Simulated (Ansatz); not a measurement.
Start from InP in the zinc blende structure (space group F-43m, No. 216; a = 5.960 Å).

Perturbation: hydrostatic tension (pressure −1 GPa).

Calculations: Ansatz (a first-principles code), PBE, PAW, cutoff 420 eV, no SOC.

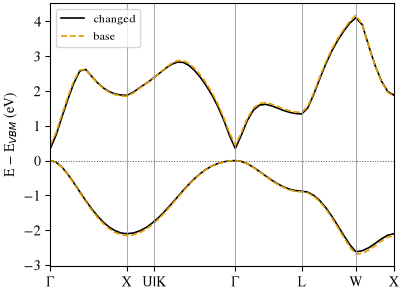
Figure. Highest valence and lowest conduction band along the path, each from its own valence-band maximum

Q: Read the changed gap and its character from the plot.

A: About 0.3 eV, direct at Γ.

Load acts through the strain it causes; cell and atoms are relaxed under it. Stability against distortions was not tested.
